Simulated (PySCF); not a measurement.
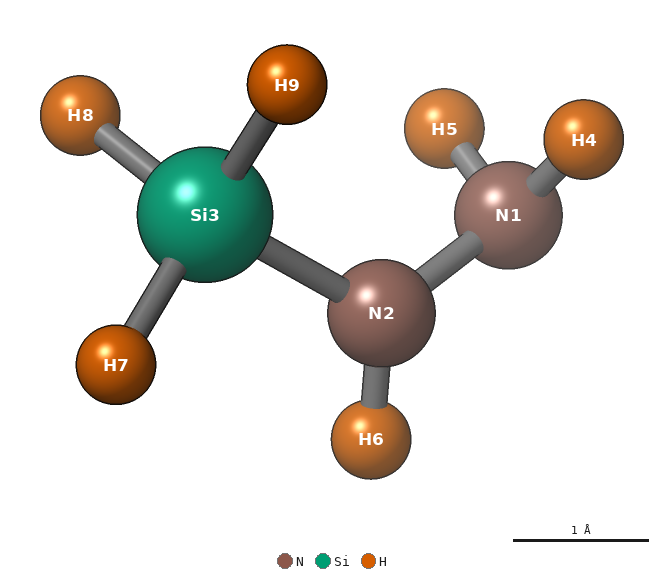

Orthographic view. Atoms fade into the background with distance from the viewer. Computed geometry: GFN2-xTB optimisation. No frequency run is at hand to confirm it as a minimum.

Give the geometry as a Z-matrix, atoms in numerical order, with these reference atoms: 2 to 1; 3 to 2, 1; 4 to 1, 2, 3; 5 to 1, 4, 2; 6 to 2, 1, 4; 7 to 3, 2, 6; 8 to 3, 7, 2; 9 to 3, 7, 8.

```
N  
N    1   1.424
Si   2   1.723   1   123.6
H    1   1.017   2   107.9   3    68.4
H    1   1.020   4   107.1   2   119.1
H    2   1.009   1   109.2   4  -139.3
H    3   1.456   2   104.0   6    31.9
H    3   1.473   7   111.5   2   123.0
H    3   1.466   7   114.3   8   122.4
```
